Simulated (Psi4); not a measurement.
# InNH2Cl (SMILES [NH2][In][Cl]): UPBE0/def2-SVP (core potential)

What is the vertical ionisation energy of InNH2Cl at UPBE0/def2-SVP (core potential)? 

The calculation is run with Psi4 1.11.

1 further run of the same task is left out (it didn't finish).

### 1 The structure to begin with

InNH2Cl: 5 atoms, total charge 0, spin state doublet. SMILES: `[NH2][In][Cl]`. The shape is that of a PBE0-D4/def2-TZVP optimisation. This is one conformer, not always the lowest.

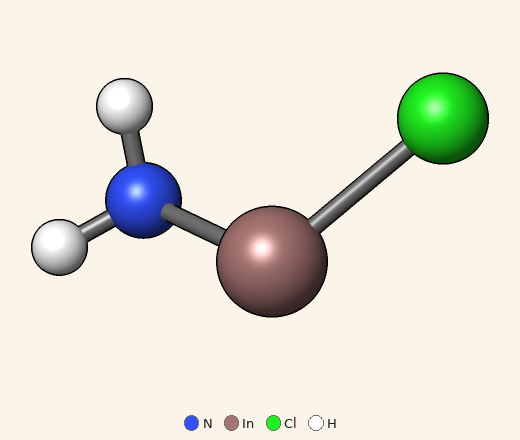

Viewed from a chosen angle; nitrogen blue, indium brown, chlorine green, hydrogen white.

### 2 Energy and forces at UPBE0/def2-SVP (core potential)

File input.json:

```json
{
  "schema_name": "qcschema_input",
  "schema_version": 1,
  "molecule": {
    "schema_name": "qcschema_molecule",
    "schema_version": 2,
    "symbols": ["N", "In", "Cl", "H", "H"],
    "geometry": [-0.26947495, 1.52803254, -0.93333573, -0.77781127, -2.30130847, -0.28969501, 2.6295539, -4.17912932, 1.925064, -1.88915921, 2.4260304, -1.42995576, 0.40118886, 2.38710204, 0.64968784],
    "molecular_charge": 0,
    "molecular_multiplicity": 2,
    "fix_symmetry": "c1"
  },
  "driver": "gradient",
  "model": {
    "method": "pbe0",
    "basis": "def2-SVP"
  },
  "keywords": {
    "reference": "uks",
    "puream": true,
    "e_convergence": 1e-09,
    "d_convergence": 1e-08,
    "scf_type": "pk",
    "dft_radial_points": 99,
    "dft_spherical_points": 590,
    "maxiter": 100,
    "scf_properties": ["MULLIKEN_CHARGES", "LOWDIN_CHARGES", "WIBERG_LOWDIN_INDICES"]
  }
}
```

The run is started by

```console
$ psi4 --qcschema input.json -n 1 --memory 2200MB
```

stdout (excerpt; [...] marks lines left out):

```text
[...]
    !!!  WARNING: ECP capability is in beta. Please check occupations closely.  !!!
[...]
  Running in c1 symmetry.
[...]
  Nuclear repulsion =  154.716518858565308
[...]
  Multiplicity = 2
[...]
  Nalpha       = 24
  Nbeta        = 23
[...]
    Number of basis functions: 68
[...]
   @UKS iter   1:  -705.58962787177575   -9.20823e-01   1.20306e-02 ADIIS/DIIS
[...]
   @UKS iter  16:  -705.91544788176020   -1.36424e-12   1.49411e-09 DIIS
[...]
   @S^2 Observed:                7.569426931E-01
[...]
    Orbital Energies [Eh]
    ---------------------
    Alpha Occupied:
       1A   -101.639819     2A    -14.391500     3A     -9.490163
       4A     -7.229441     5A     -7.223333     6A     -7.223098
       7A     -4.727755     8A     -3.126047     9A     -3.121710
      10A     -3.118321    11A     -0.868333    12A     -0.823676
      13A     -0.794999    14A     -0.793055    15A     -0.792682
      16A     -0.781847    17A     -0.761938    18A     -0.490426
      19A     -0.439556    20A     -0.358367    21A     -0.311691
      22A     -0.307606    23A     -0.292190    24A     -0.231131
    Alpha Virtual:
      25A     -0.051350    26A      0.015569    27A      0.019342
[...]
  @UKS Final Energy:  -705.91544788176020
   => Energetics <=
    Nuclear Repulsion Energy =            154.7165188585653084
    One-Electron Energy =               -1354.9038098225755675
    Two-Electron Energy =                 534.0568281056796422
    DFT Exchange-Correlation Energy =     -39.7849850234294635
    Empirical Dispersion Energy =           0.0000000000000000
    VV10 Nonlocal Energy =                  0.0000000000000000
    Total Energy =                       -705.9154478817602012
[...]
 Multipole Moments:
 ------------------------------------------------------------------------------------
     Multipole            Electronic (a.u.)      Nuclear  (a.u.)        Total (a.u.)
 ------------------------------------------------------------------------------------
 L = 1.  Multiply by 2.5417464519 to convert [e a0] to [Debye]
 Dipole X            :        -26.8862415           25.7573825           -1.1288590
 Dipole Y            :         -4.3800600            5.0215680            0.6415080
 Dipole Z            :        -13.8524647           13.6131491           -0.2393156
 Magnitude           :                                                    1.3202754
[...]
  Mulliken Charges: (a.u.)
   Center  Symbol    Alpha    Beta     Spin     Total
       1     N     3.83967  3.56877  0.27090 -0.40844
       2    IN    10.57601  9.96256  0.61345  0.46143
       3    CL     8.72190  8.60210  0.11981 -0.32400
       4     H     0.42865  0.43620 -0.00754  0.13515
       5     H     0.43377  0.43038  0.00339  0.13585
   Total alpha = 24.00000, Total beta = 23.00000, Total charge =  0.00000
  Lowdin Charges: (a.u.)
   Center  Symbol    Alpha    Beta     Spin     Total
       1     N     3.72564  3.49563  0.23002 -0.22127
[...]
  -Total Gradient:
     Atom            X                  Y                   Z
    ------   -----------------  -----------------  -----------------
       1       -0.003181262603     0.000646310710     0.003186622930
       2        0.005111543551     0.002796001587     0.002152566026
       3       -0.004521469409     0.002470666546    -0.002811791253
       4        0.004220411584    -0.002975335156     0.001465057850
       5       -0.001620702882    -0.002946701087    -0.003979176536
[...]
```

The result, in JSON:

```text
{
 "driver": "gradient",
 "model": {
  "method": "pbe0",
  "basis": "def2-SVP"
 },
 "success": true,
 "return_result": [-0.0031812626031310076, 0.0006463107098268472, 0.003186622929896049, 0.005111543550895187, 0.0027960015872718486, 0.0021525660261893093, -0.004521469409474219, 0.002470666545730707, -0.002811791253256153, 0.004220411584133721, -0.002975335155703404, 0.0014650578503148312, -0.0016207028818312486, -0.00294670108730484, -0.003979176535982731],
 "properties": {
  "calcinfo_nbasis": 68,
  "calcinfo_nmo": 68,
  "calcinfo_nalpha": 24,
  "calcinfo_nbeta": 23,
  "calcinfo_natom": 5,
  "nuclear_repulsion_energy": 154.7165188585653,
  "return_energy": -705.9154478817602,
  "return_gradient": [-0.0031812626031310076, 0.0006463107098268472, 0.003186622929896049, 0.005111543550895187, 0.0027960015872718486, 0.0021525660261893093, -0.004521469409474219, 0.002470666545730707, -0.002811791253256153, 0.004220411584133721, -0.002975335155703404, 0.0014650578503148312, -0.0016207028818312486, -0.00294670108730484, -0.003979176535982731],
  "scf_one_electron_energy": -1354.9038098225756,
  "scf_two_electron_energy": 534.0568281056796,
  "scf_xc_energy": -39.78498502342946,
  "scf_dipole_moment": [-1.128859023704912, 0.6415079768476808, -0.239315554273535],
  "scf_total_energy": -705.9154478817602,
  "scf_total_gradient": [-0.0031812626031310076, 0.0006463107098268472, 0.003186622929896049, 0.005111543550895187, 0.0027960015872718486, 0.0021525660261893093, -0.004521469409474219, 0.002470666545730707, -0.002811791253256153, 0.004220411584133721, -0.002975335155703404, 0.0014650578503148312, -0.0016207028818312486, -0.00294670108730484, -0.003979176535982731],
  "scf_iterations": 16
 }
}
```

Wall time 39 s (1 thread of Intel Xeon at 2.50GHz (Skylake/Cascade Lake), shared host); peak memory 0.69 GiB.

### 3 The singlet cation, same level

File input.in:

```
memory 2200 MB

molecule geom {
  1 1
  N
  In 1 R2
  Cl 2 R3 1 A3
  H 1 R4 2 A4 3 D4
  H 1 R5 4 A5 2 D5

  R2 = 2.072358
  R3 = 2.369007
  A3 = 113.1207
  R4 = 1.014642
  A4 = 113.009
  D4 = -164.07964
  R5 = 1.017033
  A5 = 107.38364
  D5 = -121.86895
  units angstrom
  symmetry c1
  no_reorient
  no_com
}

set {
  puream               true
  e_convergence        1e-09
  d_convergence        1e-08
  scf_type             pk
  dft_radial_points    99
  dft_spherical_points 590
}

energy_value, wavefunction = gradient('pbe0/def2-SVP', return_wfn=True)
print_variables()
```

The run is started by

```console
$ psi4 input.in input.out -n 1
```

input.out (excerpt; [...] marks lines left out):

```text
[...]
    !!!  WARNING: ECP capability is in beta. Please check occupations closely.  !!!
[...]
  Running in c1 symmetry.
[...]
  Nuclear repulsion =  154.716506523154180
[...]
  Multiplicity = 1
[...]
  Nalpha       = 23
  Nbeta        = 23
[...]
    Number of basis functions: 68
[...]
   @RKS iter   1:  -705.29850792822924   -6.15429e-01   1.11421e-02 ADIIS/DIIS
[...]
   @RKS iter  12:  -705.60534476020268   -2.86491e-11   7.20756e-09 DIIS
[...]
  @RKS Final Energy:  -705.60534476020268
   => Energetics <=
    Nuclear Repulsion Energy =            154.7165065231541803
    One-Electron Energy =               -1343.3918305656461598
    Two-Electron Energy =                 522.6115361234789134
    DFT Exchange-Correlation Energy =     -39.5415568411897596
    Empirical Dispersion Energy =           0.0000000000000000
    VV10 Nonlocal Energy =                  0.0000000000000000
    Total Energy =                       -705.6053447602026836
[...]
 Multipole Moments:
 ------------------------------------------------------------------------------------
     Multipole            Electronic (a.u.)      Nuclear  (a.u.)        Total (a.u.)
 ------------------------------------------------------------------------------------
 L = 1.  Multiply by 2.5417464519 to convert [e a0] to [Debye]
 Dipole X            :         -0.8423972            1.2383142            0.3959170
 Dipole Y            :         30.5600744          -28.9179590            1.6421154
 Dipole Z            :          5.3608457           -6.0162438           -0.6553982
 Magnitude           :                                                    1.8118609
[...]
  -Total Gradient:
     Atom            X                  Y                   Z
    ------   -----------------  -----------------  -----------------
       1        0.013108358886    -0.014108871303    -0.014726418720
       2       -0.004904339693     0.038019800225     0.012310493837
       3        0.002169241240    -0.022429153118    -0.001897176402
       4       -0.000023651166    -0.008283013471     0.007029063261
       5       -0.010344592896     0.006787345165    -0.002705043872
[...]
```

Run time: 25 s. Hardware: 1 thread of Intel Xeon at 2.50GHz (Skylake/Cascade Lake), shared host; peak memory 0.69 GiB.

### 4 Outcome

Level: UPBE0/def2-SVP (core potential).

```
                                           quantity          value
                      doublet InNH2Cl: total energy  -705.91545 Eh
                     doublet InNH2Cl: dipole moment         3.36 D
doublet InNH2Cl: HOMO energy (highest over α and β)       -6.29 eV
 doublet InNH2Cl: LUMO energy (lowest over α and β)       -3.51 eV
                              doublet InNH2Cl: ⟨S²⟩          0.757
          doublet InNH2Cl: largest force on an atom     0.319 eV/Å
                       singlet cation: total energy  -705.60534 Eh
                        singlet cation: HOMO energy      -13.75 eV
                        singlet cation: LUMO energy      -10.55 eV
                      singlet cation: HOMO–LUMO gap        3.20 eV
           singlet cation: largest force on an atom     2.070 eV/Å
 vertical ionisation energy (to the singlet cation)       8.438 eV
```

In words: Removing an electron at fixed nuclei costs 8.44 eV (195 kcal/mol). The largest force (doublet InNH2Cl) is 0.32 eV/Å: the shape isn't a stationary point for this species at this level. Only the singlet of the ionised species was computed; a triplet could lie lower. Mulliken charges (doublet InNH2Cl) run from -0.41 on N1 to +0.46 on In2.
